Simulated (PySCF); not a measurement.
# C2H6O2Si: the cost of one run

Programs: PySCF 2.14.0, with density-fitted response routines of our own. Each step states its level of theory. These are calculated values for one molecule in the gas phase, unless marked as measured. Atoms are numbered from 0 throughout.

## Step 1: The starting structure

11 atoms, charge 0, multiplicity 1; geometry from: GFN2-xTB. The atoms were then displaced at random by about 0.01 Å, so the start is not that level's minimum.

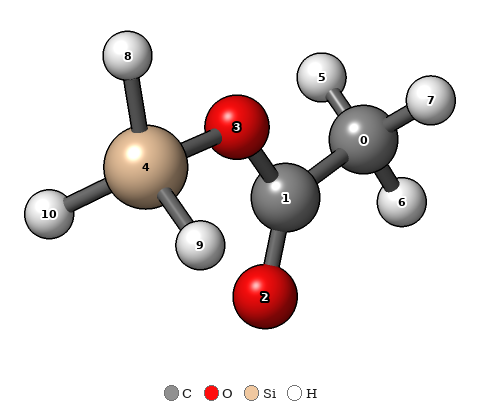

As it starts; carbon grey, oxygen red, silicon light orange, hydrogen white, atoms numbered.

## Step 2: Relaxing the molecule at PBE0-D3(BJ)/def2-SVP

Job settings and geometry (Å):

```
{"job": {"xc": "PBE0", "basis": "def2-SVP", "d3": "d3bj", "grid": 1, "shake": 0.01, "kind": "geom"}, "charge": 0, "multiplicity": 1}
C     -1.888290     0.152250     0.499150
C     -0.567280     0.250270    -0.170900
O     -0.371240     0.728550    -1.259930
O      0.438540    -0.266190     0.571390
Si     1.991770    -0.322850     0.075820
H     -2.153510    -0.858760     0.695170
H     -2.655340     0.616490    -0.147240
H     -1.855250     0.710800     1.440580
H      2.535340    -0.968760     1.286060
H      2.474340     1.043300    -0.096530
H      2.089030    -1.110940    -1.124280
```

Started as:

```console
$ OMP_NUM_THREADS=1 python probes_run.py task.json out
```

This one command runs all jobs of the session in turn.

Q: Estimate the wall time and peak memory of this first job on 1 thread of Arm Neoverse V2, shared host.

About 17 s, with a peak of 0.43 GiB.
